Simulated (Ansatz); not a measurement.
System SiW (space group Fm-3m, No. 225); source of the atomic positions: the end point of a relaxation with Ansatz 0.2.0, DFT, PBE, PAW with Ansatz's default frozen-core files, scalar-relativistic; the starting structure was generated, so it need not be a known form of this composition.

```xyz
8
Lattice="5.0257 0.0000 0.0000 0.0000 5.0257 0.0000 0.0000 0.0000 5.0257" Properties=species:S:1:pos:R:3 pbc="T T T"
W     0.0000    0.0000    0.0000
Si    2.5128    0.0000    0.0000
W     0.0000    2.5128    2.5128
Si    2.5128    2.5128    2.5128
W     2.5128    0.0000    2.5128
Si    0.0000    0.0000    2.5128
W     2.5128    2.5128    0.0000
Si    0.0000    2.5128    0.0000
```

Describe the stacking along [111], with columns A (0, 0), B (1/3, 2/3), C (2/3, 1/3) of the hexagonal mesh spanned by (a − b)/2 and (b − c)/2.

W(A) – Si(C) – W(B) – Si(A) – W(C) – Si(B) (six layers in 8.70 Å).

Si layers alone: CAB, the cubic close-packed type.

W: three octahedral sites (per hexagonal cell).

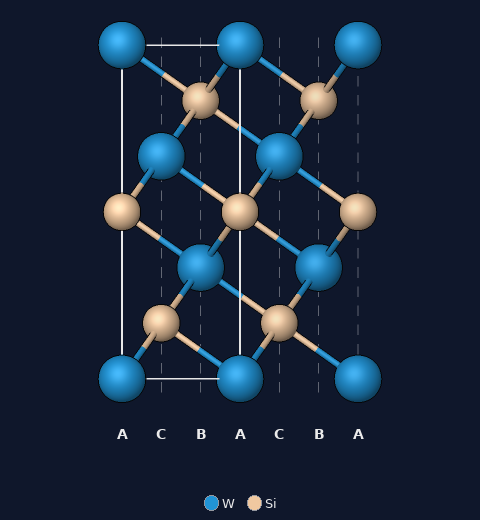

The picture looks along a close-packed row of the hexagonal mesh; [111] points upwards. The dashed lines mark the three columns A (0, 0), B (1/3, 2/3) and C (2/3, 1/3). The box is the hexagonal cell of the face-centred cubic lattice. The sequence starts with the first layer at or above the cell's origin.
